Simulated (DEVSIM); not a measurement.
System: TaN/HfO2/p-Ge capacitor, at 400 K.

```tsv
layer (left to right)	material	thickness (nm)	Na (cm⁻³)
1	HfO2	7.20	-
2	Ge	660	8.1e17
```

Metal gate on the left, work function 4.4 eV. Fixed charge at the semiconductor interface -9.4e10 cm⁻² (in units of +e); no interface traps.

The device is made up for the run: typed textbook-type constants, with dimensions and the other settings drawn at random. Values at 300 K; Nc and Nv go as T^1.5, mobilities as T to minus their exponent, the gap by Varshni's rule with the affinity fixed.

| parameter | HfO2 | Ge |
|---|---|---|
| gap (eV) | 5.7 | 0.664 |
| affinity (eV) | 2.5 | 4 |
| permittivity | 22 | 16 |
| Nc (cm⁻³) | - | 1.04e19 |
| Nv (cm⁻³) | - | 6e18 |
| Varshni α (eV/K) | - | 0.000477 |
| Varshni β (K) | - | 235 |

DEVSIM, 1D Poisson equation in equilibrium, Boltzmann statistics, complete ionisation; no quantum confinement or tunnelling. Metal contacts follow the ideal Schottky-Mott rule: no Fermi-level pinning, no interface dipoles.

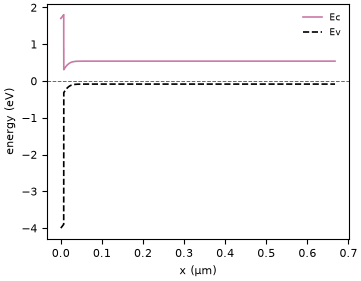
*Band edges at 0.2 V on the gate*

Energies count from the Fermi level of the right contact; mesh points crowd at the junctions.

```csv
x (μm),Ec (eV),Ev (eV),n (cm⁻³),p (cm⁻³),field (V/cm)
0.000,1.700,-4.000,< 1e2,< 1e2,150000
0.0009398,1.714,-3.986,< 1e2,< 1e2,150000
0.002387,1.735,-3.965,< 1e2,< 1e2,150000
0.004385,1.764,-3.936,< 1e2,< 1e2,150000
0.006360,1.794,-3.906,< 1e2,< 1e2,150000
0.007240,0.307,-0.317,2.2e15,9.3e14,190000
0.008324,0.327,-0.297,1.2e15,1.7e15,180000
0.01136,0.378,-0.246,2.8e14,7.2e15,150000
0.01615,0.441,-0.183,4.5e13,4.5e16,110000
0.02525,0.509,-0.115,6.2e12,3.3e17,44000
0.04255,0.538,-0.086,2.7e12,7.6e17,3500
0.09099,0.540,-0.084,2.5e12,8.1e17,≈ 0
0.1674,0.540,-0.084,2.5e12,8.1e17,≈ 0
0.3127,0.540,-0.084,2.5e12,8.1e17,≈ 0
0.5161,0.540,-0.084,2.5e12,8.1e17,≈ 0
0.5882,0.540,-0.084,2.5e12,8.1e17,≈ 0
0.6262,0.540,-0.084,2.5e12,8.1e17,≈ 0
0.6462,0.540,-0.084,2.5e12,8.1e17,≈ 0
0.6588,0.540,-0.084,2.5e12,8.1e17,≈ 0
0.6633,0.540,-0.084,2.5e12,8.1e17,≈ 0
0.6657,0.540,-0.084,2.5e12,8.1e17,≈ 0
0.6672,0.540,-0.084,2.5e12,8.1e17,≈ 0
```
